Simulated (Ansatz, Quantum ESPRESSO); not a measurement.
# Ni(100), 5 layers against a metal electrode, part 6 of 7

Wanted: the capacitance of Ni(100), 5 layers by the effective screening medium.

Quantum ESPRESSO 7.5; plane-wave DFT, PBE, GBRV ultrasoft pseudopotentials; geometry by Ansatz 0.2.0 with PAW datasets.

So far. Step 8 (Ground state: charge 0.0372 e): The electrode's potential over the Fermi level goes from 7.334 to 9.813 eV, the far face's from 4.904 to 4.908 eV. Step 8 (Ground state: charge 0.0372 e): Gauss's law asks for a slope of 180.95 q/A = 1.087 eV/Å in the gap; the run gives 1.083.

## 11. Self-consistent run: constant Fermi level -3.0 eV

File mu1.in:

```
&control
  prefix = 'mu1'
  outdir = './out'
  pseudo_dir = './pseudo'
  calculation = 'scf'
  tprnfor = .true.
/
&system
  ibrav = 0
  nat = 5
  ntyp = 1
  ecutwfc = 40
  ecutrho = 200
  occupations = 'smearing'
  smearing = 'mv'
  degauss = 0.02
  assume_isolated = 'esm'
  esm_bc = 'bc3'
  lgcscf = .true.
  gcscf_mu = -3.0
  nspin = 2
  starting_magnetization(1) = 0.12
  gcscf_conv_thr = 0.001
/
&electrons
  conv_thr = 1e-09
  mixing_beta = 0.2
  electron_maxstep = 160
  mixing_mode = 'TF'
  diagonalization = 'rmm-davidson'
  diago_rmm_conv = .false.
  diago_full_acc = .true.
/
ATOMIC_SPECIES
  Ni  58.6934  ni_pbe_v1.4.uspp.F.UPF
CELL_PARAMETERS angstrom
  2.48901586980000 0.00000000000000 0.00000000000000
  0.00000000000000 2.48901586980000 0.00000000000000
  0.00000000000000 0.00000000000000 22.04000000000000
ATOMIC_POSITIONS crystal
  Ni  0.000000000000 0.000000000000 -0.090585682323
  Ni  0.500000000000 0.500000000000 -0.010730872823
  Ni  0.000000000000 0.000000000000 0.069123936577
  Ni  0.500000000000 0.500000000000 0.149714045237
  Ni  -0.000000000000 0.000000000000 0.226701834773
K_POINTS automatic
  12 12 1 0 0 0
```

Command:

```console
$ OMP_NUM_THREADS=1 mpirun -n 4 pw.x -nk 4 -in mu1.in > mu1.out
```

What it wrote:

```text
[banner, memory and clock lines left out]
Program PWSCF v.7.5 starts

          URL

     Message from routine iosys:
     eigenvalues have to be converged: diago_rmm_conv=.TRUE.
     Message from routine setup:
     using ibrav=0 with symmetry is DISCOURAGED, use correct ibrav instead

     G-vector sticks info

     bravais-lattice index     =            0
     lattice parameter (alat)  =       4.7036  a.u.
     unit-cell volume          =     921.4325 (a.u.)^3
     number of atoms/cell      =            5
     number of atomic types    =            1
     number of electrons       =        90.00
     number of Kohn-Sham states=           54
     kinetic-energy cutoff     =      40.0000  Ry
     charge density cutoff     =     200.0000  Ry
     scf convergence threshold =      1.0E-09
     mixing beta               =       0.2000
     number of iterations used =            8  TF        mixing
     Exchange-correlation=  SLA  PW   PBX  PBC
                           (   1   4   3   4   0   0   0)

     Effective Screening Medium Method
     Boundary Conditions: Vacuum-Slab-Metal
     total charge in unit cell        =   0.0000
     grid points for fit at edges     =        4

     >>>>> Grand-Canonical SCF is activated <<<<<
     Initial Total Charge  =     0.000000 e
     Target Fermi Energy   =    -3.000000 eV
     Thr. of Fermi Energy  =     0.001000 eV
     Wave-shift of Kerker  =     0.400000 bohr^-1
     Wave-shift of Hartree =     1.500000 bohr^-1
     Mixing Rate of Fermi  =     0.050000

     celldm(1)=   4.703558  celldm(2)=   0.000000  celldm(3)=   0.000000
     celldm(4)=   0.000000  celldm(5)=   0.000000  celldm(6)=   0.000000

     crystal axes: (cart. coord. in units of alat)
               a(1) = (   1.000000   0.000000   0.000000 )
               a(2) = (   0.000000   1.000000   0.000000 )
               a(3) = (   0.000000   0.000000   8.854905 )

     reciprocal axes: (cart. coord. in units 2 pi/alat)
               b(1) = (  1.000000  0.000000  0.000000 )
               b(2) = (  0.000000  1.000000  0.000000 )
               b(3) = (  0.000000  0.000000  0.112932 )

     PseudoPot. # 1 for Ni read from file:
     ./pseudo/ni_pbe_v1.4.uspp.F.UPF
     Pseudo is Ultrasoft + core correction, Zval = 18.0
     Generated by new atomic code, or converted to UPF format
     Using radial grid of  865 points,  6 beta functions with:
                l(1) =   0
                l(2) =   0
                l(3) =   1
                l(4) =   1
                l(5) =   2
                l(6) =   2
     Q(r) pseudized with 10 coefficients,  rinner =    0.980   0.980   0.980
                                                       0.980   0.980

     atomic species   valence    mass     pseudopotential
[...]
k(   20) = (   0.2500000   0.3333333   0.0000000), wk =   0.0555556
        k(   21) = (   0.2500000   0.4166667   0.0000000), wk =   0.0555556
        k(   22) = (   0.2500000  -0.5000000   0.0000000), wk =   0.0277778
        k(   23) = (   0.3333333   0.3333333   0.0000000), wk =   0.0277778
        k(   24) = (   0.3333333   0.4166667   0.0000000), wk =   0.0555556
        k(   25) = (   0.3333333  -0.5000000   0.0000000), wk =   0.0277778
        k(   26) = (   0.4166667   0.4166667   0.0000000), wk =   0.0277778
        k(   27) = (   0.4166667  -0.5000000   0.0000000), wk =   0.0277778
        k(   28) = (  -0.5000000  -0.5000000   0.0000000), wk =   0.0069444

     Dense  grid:    44063 G-vectors     FFT dimensions: (  24,  24, 192)

     Smooth grid:    31571 G-vectors     FFT dimensions: (  20,  20, 180)

     Check: negative core charge=   -0.000015
     Generating pointlists ...
     new r_m :   0.4052 (alat units)  1.9057 (a.u.) for type    1

     Initial potential from superposition of free atoms

     starting charge      80.0000, renormalised to      90.0000

     negative rho (up, down):  1.314E-03 1.033E-03
     Starting wfcs are   65 randomized atomic wfcs

     per-process dynamical memory:    91.2 Mb

     Self-consistent Calculation

     iteration #  1     ecut=    40.00 Ry     beta= 0.20
     Davidson diagonalization with overlap
     c_bands:  1 eigenvalues not converged
     c_bands:  1 eigenvalues not converged
     c_bands:  2 eigenvalues not converged
     c_bands:  1 eigenvalues not converged
     c_bands:  1 eigenvalues not converged
     ethr =  1.00E-05,  avg # of iterations =173.3

     negative rho (up, down):  7.622E-06 3.643E-05

     total energy              =   -1681.18301157 Ry
     estimated scf accuracy    <     145.46729673 Ry

     total charge of GC-SCF    =       0.05810668 e
     the Fermi energy          =      13.94701855 eV
                        (error :      16.94701855 eV)

     total magnetization       =     0.87 Bohr mag/cell
     absolute magnetization    =     0.89 Bohr mag/cell

     iteration #  2     ecut=    40.00 Ry     beta= 0.20
     Davidson diagonalization with overlap
     ethr =  1.00E-05,  avg # of iterations = 80.2

     negative rho (up, down):  1.210E-04 1.002E-04

     total energy              =   -1711.90813944 Ry
     estimated scf accuracy    <      23.84771742 Ry

     total charge of GC-SCF    =      -0.00052512 e
     the Fermi energy          =     -14.86832221 eV
                        (error :      11.86832221 eV)

     total magnetization       =     3.33 Bohr mag/cell
     absolute magnetization    =     3.58 Bohr mag/cell

     iteration #  3     ecut=    40.00 Ry     beta= 0.20
     RMM-DIIS diagonalization
     c_bands:  1 eigenvalues not converged
     c_bands:  3 eigenvalues not converged
     c_bands:  3 eigenvalues not converged
     c_bands:  3 eigenvalues not converged
     c_bands:  4 eigenvalues not converged
     c_bands:  7 eigenvalues not converged
     c_bands:  2 eigenvalues not converged
     c_bands:  3 eigenvalues not converged
     c_bands:  3 eigenvalues not converged
     c_bands:  3 eigenvalues not converged
     c_bands:  3 eigenvalues not converged
[MPI's abort notice left out]

"abort". This may have caused other processes in the application to be
terminated by signals sent by prterun (as reported here).
```

The job ended after 4.1 min (4 MPI ranks of Arm Neoverse V2, shared host; peak memory 0.69 GiB).

The run ended with an error.

## 12. Self-consistent run: between two electrodes with a field of 0.002 Ry/bohr

bc2 puts electrodes at both ends of the cell; esm_efield times the cell length sets the bias between them, and the slab stays neutral.

File bc2.in:

```
&control
  prefix = 'bc2'
  outdir = './out'
  pseudo_dir = './pseudo'
  calculation = 'scf'
  tprnfor = .true.
/
&system
  ibrav = 0
  nat = 5
  ntyp = 1
  ecutwfc = 40
  ecutrho = 200
  occupations = 'smearing'
  smearing = 'mv'
  degauss = 0.02
  assume_isolated = 'esm'
  esm_bc = 'bc2'
  esm_efield = 0.002
  nspin = 2
  starting_magnetization(1) = 0.12
/
&electrons
  conv_thr = 1e-07
  mixing_beta = 0.4
  electron_maxstep = 120
  mixing_mode = 'local-TF'
/
ATOMIC_SPECIES
  Ni  58.6934  ni_pbe_v1.4.uspp.F.UPF
CELL_PARAMETERS angstrom
  2.48901586980000 0.00000000000000 0.00000000000000
  0.00000000000000 2.48901586980000 0.00000000000000
  0.00000000000000 0.00000000000000 22.04000000000000
ATOMIC_POSITIONS crystal
  Ni  0.000000000000 0.000000000000 -0.158643758548
  Ni  0.500000000000 0.500000000000 -0.078788949048
  Ni  0.000000000000 0.000000000000 0.001065860352
  Ni  0.500000000000 0.500000000000 0.081655969012
  Ni  -0.000000000000 0.000000000000 0.158643758548
K_POINTS automatic
  12 12 1 0 0 0
```

Command:

```console
$ OMP_NUM_THREADS=1 mpirun -n 4 pw.x -nk 4 -in bc2.in > bc2.out
```

What it wrote:

```text
[banner, memory and clock lines left out]
Program PWSCF v.7.5 starts
[citation notice left out]

[...]
Message from routine setup:
[...]
bravais-lattice index     =            0
     lattice parameter (alat)  =       4.7036  a.u.
     unit-cell volume          =     921.4325 (a.u.)^3
     number of atoms/cell      =            5
     number of atomic types    =            1
     number of electrons       =        90.00
     number of Kohn-Sham states=           54
     kinetic-energy cutoff     =      40.0000  Ry
     charge density cutoff     =     200.0000  Ry
     scf convergence threshold =      1.0E-07
     mixing beta               =       0.4000
     number of iterations used =            8  local-TF  mixing
     Exchange-correlation=  SLA  PW   PBX  PBC
                           (   1   4   3   4   0   0   0)

     Effective Screening Medium Method
     Boundary Conditions: Metal-Slab-Metal
     total charge in unit cell        =   0.0000
     field strength                   =   0.0020 Ry/a.u.
     grid points for fit at edges     =        4

[...]
PseudoPot. # 1 for Ni read from file:
     ./pseudo/ni_pbe_v1.4.uspp.F.UPF
     Pseudo is Ultrasoft + core correction, Zval = 18.0
     Generated by new atomic code, or converted to UPF format
     Using radial grid of  865 points,  6 beta functions with:
                l(1) =   0
                l(2) =   0
                l(3) =   1
                l(4) =   1
                l(5) =   2
                l(6) =   2
     Q(r) pseudized with 10 coefficients,  rinner =    0.980   0.980   0.980
                                                       0.980   0.980

     atomic species   valence    mass     pseudopotential
     Ni               18.00    58.69340     Ni( 1.00)

     Starting magnetic structure
     atomic species   magnetization
     Ni              0.120

      8 Sym. Ops. (no inversion) found

[...]
number of k points=    28  Marzari-Vanderbilt smearing, width (Ry)=  0.0200
[...]
Dense  grid:    44063 G-vectors     FFT dimensions: (  24,  24, 192)

     Smooth grid:    31571 G-vectors     FFT dimensions: (  20,  20, 180)

     Check: negative core charge=   -0.000015
     Generating pointlists ...
     new r_m :   0.4052 (alat units)  1.9057 (a.u.) for type    1

     Initial potential from superposition of free atoms

     starting charge      80.0000, renormalised to      90.0000

     negative rho (up, down):  1.317E-03 1.034E-03
     Starting wfcs are   65 randomized atomic wfcs

     per-process dynamical memory:    91.2 Mb

     Self-consistent Calculation

     iteration #  1     ecut=    40.00 Ry     beta= 0.40
     Davidson diagonalization with overlap
     c_bands:  2 eigenvalues not converged
     c_bands:  4 eigenvalues not converged
     c_bands:  4 eigenvalues not converged
     c_bands:  1 eigenvalues not converged
     c_bands:  3 eigenvalues not converged
     ethr =  1.00E-02,  avg # of iterations = 32.1

     negative rho (up, down):  3.218E-01 9.017E-02

     total energy              =   -1691.55496447 Ry
     estimated scf accuracy    <     681.95558747 Ry

     total magnetization       =     0.16 Bohr mag/cell
     absolute magnetization    =     3.43 Bohr mag/cell

     iteration #  2     ecut=    40.00 Ry     beta= 0.40
[...]
c_bands:  1 eigenvalues not converged
     c_bands:  1 eigenvalues not converged
     c_bands:  2 eigenvalues not converged
[...]
negative rho (up, down):  2.000E-01 6.559E-02

[...]
total energy              =   -1713.51754236 Ry
     estimated scf accuracy    <      15.61223962 Ry

     total magnetization       =     3.51 Bohr mag/cell
     absolute magnetization    =     3.96 Bohr mag/cell

     iteration #  3     ecut=    40.00 Ry     beta= 0.40
[...]
negative rho (up, down):  8.826E-02 4.104E-02

[...]
total energy              =   -1714.82065562 Ry
     estimated scf accuracy    <       2.90311043 Ry

     total magnetization       =     2.61 Bohr mag/cell
     absolute magnetization    =     3.21 Bohr mag/cell

     iteration #  4     ecut=    40.00 Ry     beta= 0.40
[...]
negative rho (up, down):  8.465E-02 3.985E-02

[...]
total energy              =   -1716.45117425 Ry
     estimated scf accuracy    <       6.75282196 Ry

     total magnetization       =     2.22 Bohr mag/cell
     absolute magnetization    =     2.70 Bohr mag/cell

     iteration #  5     ecut=    40.00 Ry     beta= 0.40
[...]
negative rho (up, down):  7.980E-02 3.787E-02

[...]
total energy              =   -1716.36629939 Ry
     estimated scf accuracy    <       3.53289770 Ry

     total magnetization       =     2.26 Bohr mag/cell
     absolute magnetization    =     2.71 Bohr mag/cell

     iteration #  6     ecut=    40.00 Ry     beta= 0.40
[...]
negative rho (up, down):  4.660E-02 2.608E-02

[...]
total energy              =   -1715.93731233 Ry
     estimated scf accuracy    <       2.03747905 Ry

     total magnetization       =     2.35 Bohr mag/cell
     absolute magnetization    =     2.77 Bohr mag/cell

[...]
iteration # 31     ecut=    40.00 Ry     beta= 0.40
[...]
negative rho (up, down):  3.172E-04 3.859E-04

[...]
total energy              =   -1716.25920980 Ry
     estimated scf accuracy    <       0.00000058 Ry

     total magnetization       =     3.60 Bohr mag/cell
     absolute magnetization    =     4.13 Bohr mag/cell

     iteration # 32     ecut=    40.00 Ry     beta= 0.40
[...]
negative rho (up, down):  2.507E-04 3.506E-04

[...]
total energy              =   -1716.25925586 Ry
     estimated scf accuracy    <       0.00000037 Ry

     total magnetization       =     3.60 Bohr mag/cell
     absolute magnetization    =     4.13 Bohr mag/cell

     iteration # 33     ecut=    40.00 Ry     beta= 0.40
[...]
negative rho (up, down):  2.544E-04 3.450E-04

[...]
total energy              =   -1716.25921569 Ry
     estimated scf accuracy    <       0.00000010 Ry

     total magnetization       =     3.60 Bohr mag/cell
     absolute magnetization    =     4.13 Bohr mag/cell

     iteration # 34     ecut=    40.00 Ry     beta= 0.40
[...]
negative rho (up, down):  2.601E-04 3.326E-04

     Magnetic moment per site  (integrated on atomic sphere of radius R)
     atom   1 (R=0.405)  charge= 16.5051  magn=  0.8199
     atom   2 (R=0.405)  charge= 16.5924  magn=  0.7379
     atom   3 (R=0.405)  charge= 16.5956  magn=  0.7247
     atom   4 (R=0.405)  charge= 16.6065  magn=  0.7383
     atom   5 (R=0.405)  charge= 16.5255  magn=  0.8130

[...]
End of self-consistent calculation

 ------ SPIN UP ------------

          k = 0.0000 0.0000 0.0000 (  3959 PWs)   bands (ev):

  -108.1905-108.1572-108.1075-107.8362-107.8056 -68.6191 -68.5659 -68.5067
   -68.5067 -68.4724 -68.4724 -68.4645 -68.4070 -68.4070 -68.2269 -68.2269
   -68.1944 -68.1944 -68.0851 -68.0596 -13.0432 -11.8465 -10.1555  -9.0112
    -8.9519  -8.4825  -8.1268  -7.5898  -7.1245  -6.8956  -6.7261  -6.7261
    -6.3530  -6.3530  -6.2150  -5.9579  -5.7665  -5.7472  -5.7472  -5.6673
    -5.6151  -5.5226  -5.2438  -5.2217  -5.2217  -5.0752  -5.0037  -4.9480
    -4.9480  -3.8361  -2.5129  -0.0294   0.7229   1.4492

          k = 0.0000 0.0833 0.0000 (  3951 PWs)   bands (ev):

  -108.1897-108.1563-108.1070-107.8355-107.8048 -68.6170 -68.5669 -68.5146
   -68.5056 -68.4852 -68.4714 -68.4592 -68.4139 -68.4069 -68.2341 -68.2264
   -68.2017 -68.1939 -68.0844 -68.0590 -12.8649 -11.6792 -10.0096  -8.8961
    -8.8447  -8.4253  -8.0795  -7.5610  -7.1145  -6.8520  -6.7451  -6.7023
    -6.5281  -6.3671  -6.1759  -6.0307  -5.9034  -5.8556  -5.7563  -5.7016
    -5.4791  -5.4477  -5.3887  -5.3436  -5.1416  -5.1311  -5.0274  -5.0218
    -4.9333  -3.4597  -2.0878   0.1415   0.9051   1.6119

[...]
the Fermi energy is    -4.3358 ev

!    total energy              =   -1716.25920723 Ry
     estimated scf accuracy    <       0.00000003 Ry
     smearing contrib. (-TS)   =       0.00128314 Ry
     internal energy E=F+TS    =   -1716.26049037 Ry

     The total energy is F=E-TS. E is the sum of the following terms:
     one-electron contribution =  -71743.08741819 Ry
     hartree contribution      =   35856.51759424 Ry
     xc contribution           =    -177.66944298 Ry
     ewald contribution        =   34347.97877656 Ry

     total magnetization       =     3.60 Bohr mag/cell
     absolute magnetization    =     4.14 Bohr mag/cell

     convergence has been achieved in  34 iterations

     negative rho (up, down):  2.601E-04 3.326E-04

     Forces acting on atoms (cartesian axes, Ry/au):

     atom    1 type  1   force =     0.00000000    0.00000000    0.01414955
     atom    2 type  1   force =     0.00000000    0.00000000   -0.01524573
     atom    3 type  1   force =     0.00000000    0.00000000    0.00151116
     atom    4 type  1   force =     0.00000000    0.00000000    0.00077780
     atom    5 type  1   force =     0.00000000    0.00000000   -0.00178576

     Total force =     0.020946     Total SCF correction =     0.001078

[...]
```

Elapsed: 2.8 min, on 4 MPI ranks; peak memory 0.63 GiB.

Read from the output:

* Fermi energy: -4.336 eV
* magnetization: 3.6 μB
* site moments: 0.8199, 0.7379, 0.7247, 0.7383, 0.813 μB
* slope of the potential below: -0.09614 eV/Å
* vacuum line at the lower end of the cell, over the Fermi level: 5.470 eV
* slope of the potential above: -0.09562 eV/Å
* vacuum line at the upper end of the cell, over the Fermi level: 4.336 eV

The potential energy, planar mean oscillates, so the rows of the table below give means over windows of 1.72 Å about each position, cut where the curve ends. Its maxima inside the range that stand out by 2 % of the span (Å: eV): -2.6: -2.07, -0.8: -2.28, 0.9: -2.05, 2.6: -2.75. Its minima: -3.4: -21.1, -1.7: -21.5, 0.0: -21.4, 1.8: -21.4, 3.4: -21.2.

Electrostatic potential energy of an electron; zero at the Fermi level. Table of potential energy, planar mean by z; means over each step:

```tsv
z (Å)	potential energy, planar mean (eV)
-10.16	5.39
-8.44	5.22
-6.72	5.04
-5.00	3.16
-3.28	-10.9
-1.56	-11.2
0.16	-11.1
1.88	-11.3
3.60	-10.6
5.32	4.08
7.04	4.71
8.76	4.55
10.48	4.41
```

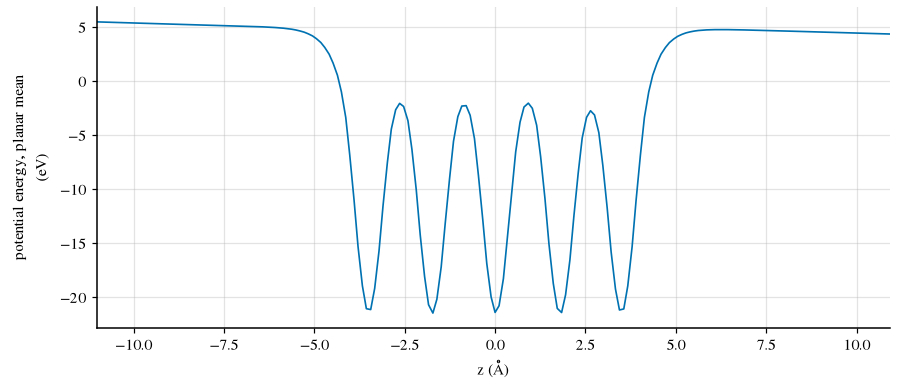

Potential energy, planar mean against z.

The set field of 0.051 V/Å over 22.0 Å is a bias of 1.13 V; the two ends of the cell differ by 1.13 eV. The slope in the vacuum is 0.096 eV/Å in size, more than the set field, because the slab carries little of the drop.

(Part 6 of 7 ends here.)

[Logs are printed without paths, hosts, clocks, repeated set-up lines and the standing remarks that a program may print on its own settings, such as how far it seeks lower states.]

[Hosts, paths, dates, database ids (printed as entryN), source tags and the programs' standing remarks are cut or masked in the printed files.]

[Maps of the electrostatic potential energy from Ansatz leave out the sawtooth potential of an applied field or a dipole correction, so their vacuum need not be flat; planar profiles and work functions include it.]
